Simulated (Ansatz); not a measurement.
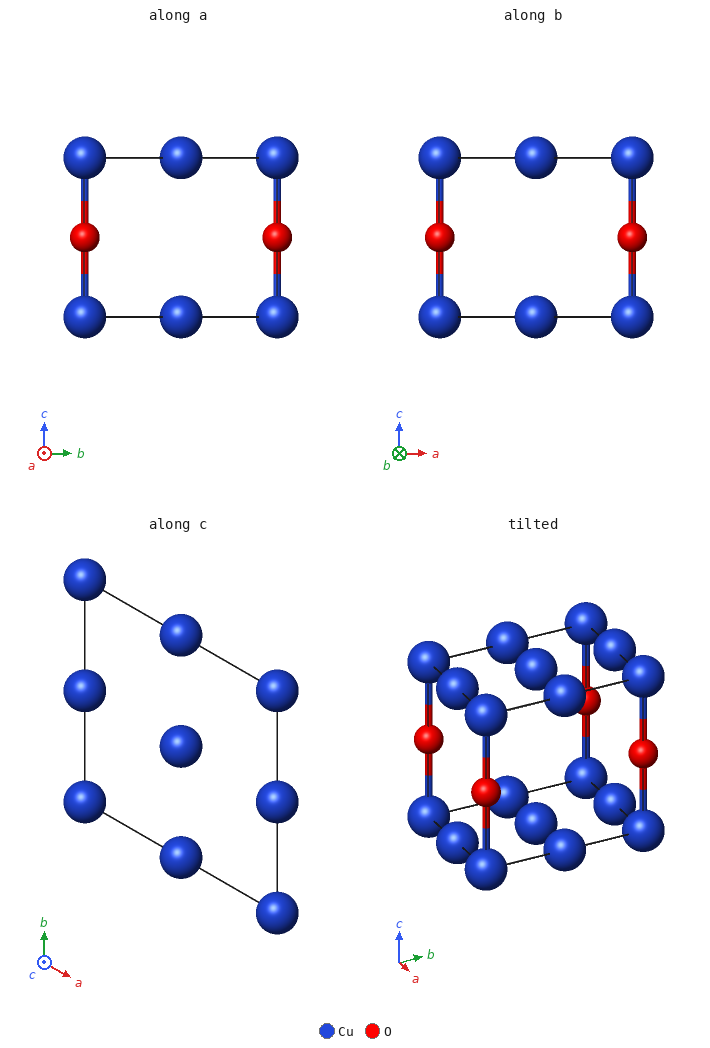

Shown here is a ball-and-stick view of the crystal, taken along the a axis, along the b axis, along the c axis and slightly off an axis. The edges of the conventional unit cell are marked.

Lattice parameters: a = 4.9763 Å, b = 4.9763 Å, c = 3.5633 Å, α = 90.000°, β = 90.000°, γ = 120.000°.

> Convert the drawing into a CIF with its space group and independent sites.

```cif
data_structure
_symmetry_space_group_name_H-M 'P 6/m m m'
_symmetry_Int_Tables_number 191
_cell_length_a 4.9763
_cell_length_b 4.9763
_cell_length_c 3.5633
_cell_angle_alpha 90.000
_cell_angle_beta 90.000
_cell_angle_gamma 120.000
_cell_volume 76.42
loop_
_atom_site_label
_atom_site_type_symbol
_atom_site_symmetry_multiplicity
_atom_site_Wyckoff_symbol
_atom_site_fract_x
_atom_site_fract_y
_atom_site_fract_z
_atom_site_occupancy
Cu1 Cu 1 a 0.0000 0.0000 0.0000 1
Cu2 Cu 3 f 0.5000 0.0000 0.0000 1
O1 O 1 b 0.0000 0.0000 0.5000 1
```

Origin of the cell: a random cell made by a generator, so it need not be a real form of the compound. The structure drawn was relaxed with DFT PBE, scalar-relativistic, plane waves, PAW (Ansatz 0.2.0).
